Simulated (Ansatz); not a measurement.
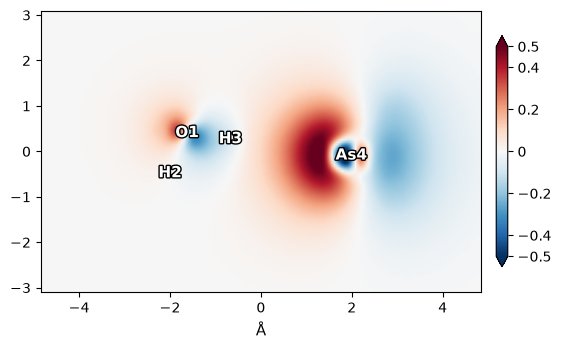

The picture shows: H₂O···AsH₃ (SMILES O.[AsH3]). The HOMO on the plane of atoms H2, O1 and H3 (values in Å⁻³ᐟ²; the overall sign is arbitrary).

Geometry: PBE0-D4/def2-TZVP.

Theory: Ansatz, RKS PBE0-D4/def2-TZVPPD.

```yaml
atoms:
  - { symbol: O, position_ang: [0.1665, -0.3128, -2.5162] }
  - { symbol: H, position_ang: [-0.0018, 0.5699, -2.8524] }
  - { symbol: H, position_ang: [0.1426, -0.2214, -1.5570] }
  - { symbol: As, position_ang: [-0.0320, 0.0021, 1.1134] }
  - { symbol: H, position_ang: [-1.0288, 0.8473, 1.8860] }
  - { symbol: H, position_ang: [-0.3652, -1.2555, 1.8943] }
  - { symbol: H, position_ang: [1.1189, 0.3703, 2.0318] }
```

Describe this orbital and give its energy.

By Hirshfeld shares it lies mainly on As4 (about 75 %), H7 (about 5 %), H6 (about 5 %) and H5 (about 5 %); largely a lone pair of As4. Its energy is −8.22 eV.
